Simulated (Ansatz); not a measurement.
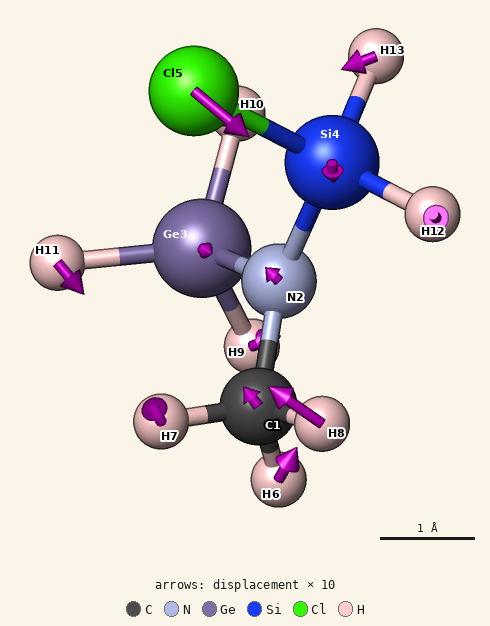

This is a relaxation of CH₈ClGeNSi. The starting structure is drawn; purple arrows show the displacements, 10 times their true length. The two geometries are superimposed by the best rigid fit.

Style: ball-and-stick. Shown from a free direction.

The start comes from PBE-D4/def2-SVP.

Computed with Ansatz 0.2.0, RKS PBE0-D4/def2-TZVP. (force threshold 0.005 eV/Å; at most 150 steps)

**What did the optimiser do to the structure, and how much energy did it gain?**

Cl5 moves most after the best rigid fit: 0.079 Å. By element the largest moves are Cl 0.079 Å, H 0.073 Å, Si 0.029 Å, C 0.027 Å, N 0.021 Å, Ge 0.017 Å. Some distances before and after: N2–Si4 1.734 → 1.699 Å, Si4–Cl5 2.102 → 2.073 Å, N2–Ge3 1.872 → 1.850 Å, Si4–H12 1.500 → 1.481 Å. After 8 geometry steps the energy has fallen by 1.39 kcal/mol. The largest force component goes from 0.54 to 0.0018 eV/Å. Cost: 59 s on 4 threads of Arm Neoverse V2 (shared host).
